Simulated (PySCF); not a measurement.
# F3N (Nitrogen trifluoride): the cost of one run

The runs use PySCF 2.14.0, with density-fitted response routines of our own; the level of theory stands in each step. All values are computed, except where a source is named. Atoms are numbered from 0 throughout.

### Step 1. Starting geometry

4 atoms, charge 0, multiplicity 1; geometry from: GFN2-xTB.

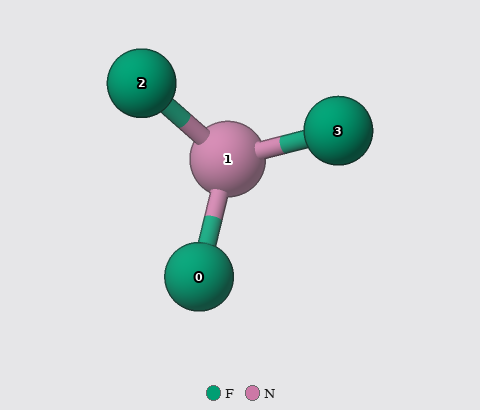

The starting geometry (fluorine teal, nitrogen pink), atoms numbered.

### Step 2. Relaxing the molecule at PBE0-D3(BJ)/def2-SVP

Job settings and geometry (Å):

```
{"job": {"xc": "PBE0", "basis": "def2-SVP", "d3": "d3bj", "grid": 1, "kind": "geom"}, "charge": 0, "multiplicity": 1}
F     -0.538799     1.105105    -0.153473
N      0.001280     0.002135     0.427604
F     -0.682458    -1.020436    -0.149943
F      1.230211    -0.082031    -0.147042
```

Launch:

```
> OMP_NUM_THREADS=1 python probes_run.py task.json out
```

The driver reads the jobs from task.json and runs them one after another.

Q: Estimate the wall time and peak memory of this first job on 1 thread of Arm Neoverse V2, shared host.

About 3.4 s, with a peak of 0.27 GiB.
